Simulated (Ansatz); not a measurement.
Partial pair distribution functions of a relaxed model of hydrogenated amorphous carbon (C$_{60}$H$_{24}$), broadened by 0.06 Å; density 1.50 g/cm³. Level of theory: PBE-D3(BJ), scalar-relativistic without spin-orbit coupling (plane waves to 420 eV, PAW; Ansatz, a quantum-chemistry and plane-wave program). In the spin-polarised cell the level spacing at the Fermi energy can part levels of unlike spin.

A CHGNet melt-quench gave the starting glass, which DFT then relaxed. The hot cell started wider than the set density and was brought back towards it in steps. It is the lowest in DFT energy of 2 quenches. It is a model cell: composition and starting density were chosen by hand, and all elements were melted together. The geometry includes D3(BJ) dispersion. Its density started from a set value of 1.72 and ended at 1.50 g/cm³. The quench (nominally 1600 K/ps over its main leg) was far faster than any real one, so the model tends to hold more defects than a real film. One small periodic cell is one sample of the glass; other quenches scatter about these values. Volume and shape were free in the relaxation. On a 2×2×2 Γ-centred mesh force components of up to 0.16 eV/Å stay, since the relaxation ran on one k-point at (1/4, 1/4, 1/4).

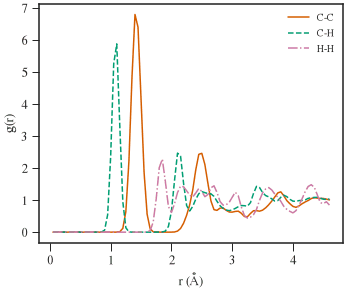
Partial pair distribution functions

Highest peaks under 4.5 Å: C-C near 1.40 Å, C-H near 1.10 Å, H-H near 1.85 Å; pairs of few atoms are noisy.

Within 1.72 Å each C has 2.57 C neighbours on average.
